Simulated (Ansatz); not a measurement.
**Cl₂Cu₂ (triplet): density, localisation and related maps**

Input

```
crystal:
  periodic: [false, false, false]
  atoms:
    - {symbol: Cu, position_ang: [-0.923610, -0.659888, -0.345912]}
    - {symbol: Cu, position_ang: [1.152376, 0.823368, 0.431565]}
    - {symbol: Cl, position_ang: [-0.388288, 1.063303, -1.496075]}
    - {symbol: Cl, position_ang: [0.159513, -1.226773, 1.410420]}
basis:
  gaussian: {orbitals: def2-TZVP, initial_orbitals: start.molden}
magnetization: {spin_polarized: true, initial_magnetization: 2}
hamiltonian: {xc: pbe0, dispersion: d4}
scf: {omitted_lower_state_checks: [starts]}
output: {orbitals: {seedname: orbitals}}
```

Command:

```sh
ansatz run in.yaml --threads 4 --pin off --events-out ev --progress --plain --max-ram 4787MiB
```

Geometry: r2SCAN-D4/def2-SVP.

Computed with UKS PBE0-D4/def2-TZVP in Ansatz 0.2.0.

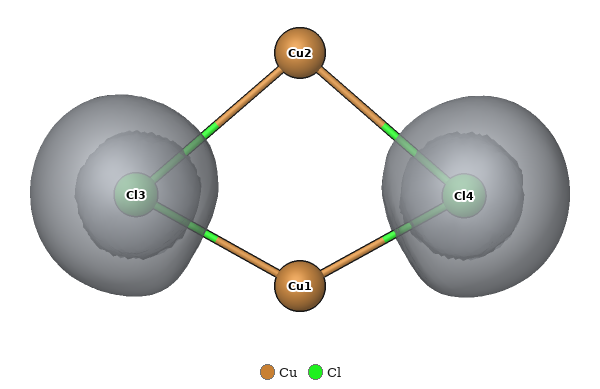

Figure 1. Isosurface of the ELF at 0.75 (grey), seen across its widest extent. Only the valence region is drawn (cores and ρ < 0.01 e/Å³ removed).

Q: What do the ELF domains correspond to?

A: The surface consists of two regions wrapped around Cl (the valence shell of each). Profiles from the grid: Cu–Cl (2.14 Å): the ELF peaks at about 0.80 in the valence shell of Cl, 0.8 Å from its nucleus, and is about 0.35 at the midpoint. Cu–Cl (2.48 Å): the ELF peaks at about 0.85 in the valence shell of Cl, 0.8 Å from its nucleus, and is about 0.40 at the midpoint.

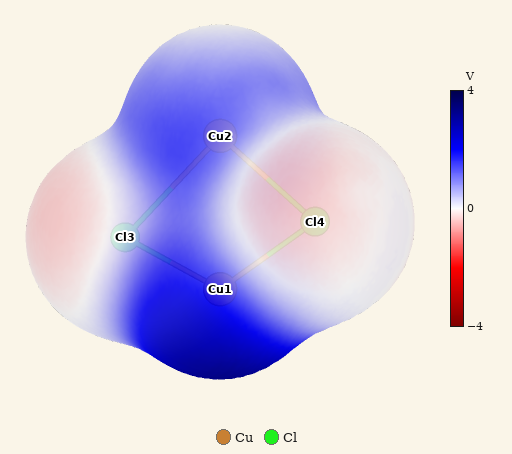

Figure 2. The electrostatic potential painted on the density surface at 0.004 e/bohr³, seen at a tilt; the colour scale runs from red (negative) to blue (positive).

Q: Which sites attract a positive test charge, and which a negative one?

A: A positive charge is drawn to the negative regions and a negative charge to the positive ones. The most negative region (about −0.4 V) lies over Cl3 and Cl4, the most positive (about +3.2 V) over Cu1.

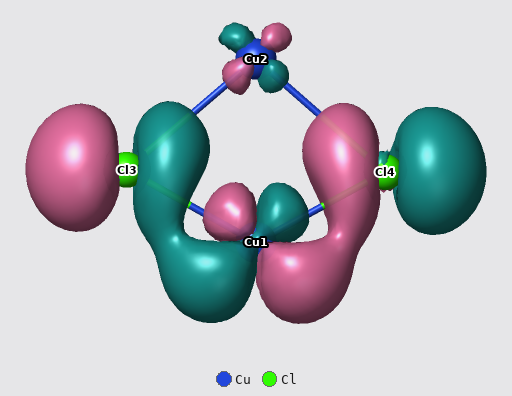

Figure 3. The HOMO−1 (α) at ±0.1 Å⁻³ᐟ² (teal and pink are the two phases), seen across its widest extent.

Q: Describe this orbital and give its energy.

A: By Hirshfeld shares it lies mainly on Cu1 (about 55 %), Cl3 (about 20 %) and Cl4 (about 20 %). Its energy is −8.31 eV.
